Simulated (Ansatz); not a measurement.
## TiO2 (rutile), scan of one atom of the cell

Starting cell, TiO$_{2}$ (rutile):

```yaml
crystal:
  lattice:
    - [4.59117, 0.00000, 0.00000]
    - [0.00000, 4.59117, 0.00000]
    - [0.00000, 0.00000, 2.93906]
  atoms:
    - { symbol: Ti, position: [0.00000, 0.00000, 0.00000] }
    - { symbol: Ti, position: [0.50000, 0.50000, 0.50000] }
    - { symbol: O, position: [0.30444, 0.30444, 0.00000] }
    - { symbol: O, position: [0.80444, 0.19556, 0.50000] }
    - { symbol: O, position: [0.19556, 0.80444, 0.50000] }
    - { symbol: O, position: [0.69556, 0.69556, 0.00000] }
```

In each cell atom 1 (Ti, nearest neighbour O at 1.942 Å; its periodic images, 2.9 Å or more away, move with it) moves by s·(0.000, 0.000, 1.000) (along Cartesian z), the rest being held.

Method: PBEsol (plane waves to 420 eV, PAW, scalar-relativistic; Ansatz, a program for electronic structure). k mesh 6×6×9 (Γ-centred), Fermi-Dirac smearing 0.05 eV. E stands for the smeared free energy. F∥ is the force on the atom along that direction. TiO2 is run without spin polarisation. TiO2 was relaxed with its symmetry unable to fall. The zero of ΔE is the undisplaced structure.

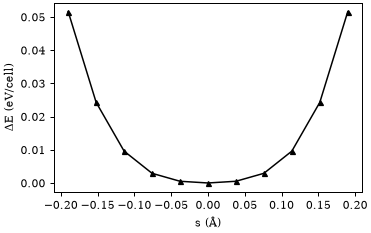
Figure. ΔE (eV/cell) against s (Å); one marker a computed point.

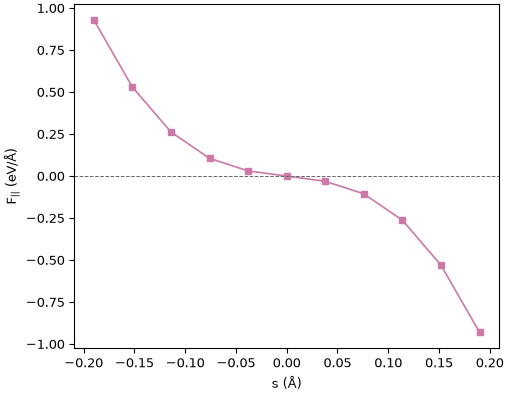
Figure. F∥ (eV/Å) against s (Å); markers are the computed points, lines only join them.

The force along the line at s = -0.190 Å comes out as 0.931 eV/Å and the energy at s = 0.190 Å is 51.6 meV/cell. Shape of the curve: a single well with its minimum at or next to zero displacement. Symmetry of the curve: even: the same for both signs.

With its periodic images moving along, the atom's site symmetry in this cell is mmm.

(A displaced cell: forces are minus the slopes of the energy, force constants its curvatures, and phonons follow from these.)
